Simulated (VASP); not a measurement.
Shape and ions are relaxed at each volume.

Energy against volume of Sc (hcp). Level of theory: AM05 GGA, VASP's PBE PAW potentials (set 64) (plane waves; VASP).

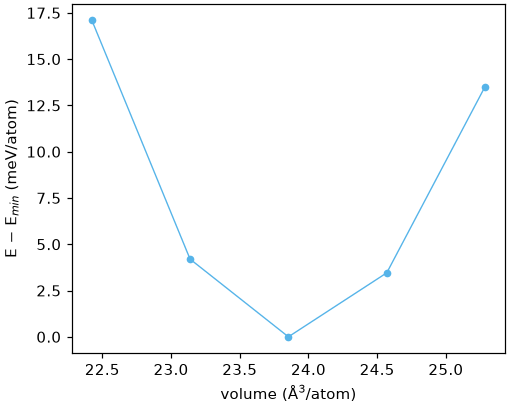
*Energy against volume*

Task: Estimate the equilibrium volume and the bulk modulus.

Result: The minimum lies near 23.9 Å³/atom, and the curvature gives B0 of about 57 GPa.

The compound is Sc in the hcp structure. It was relaxed first.
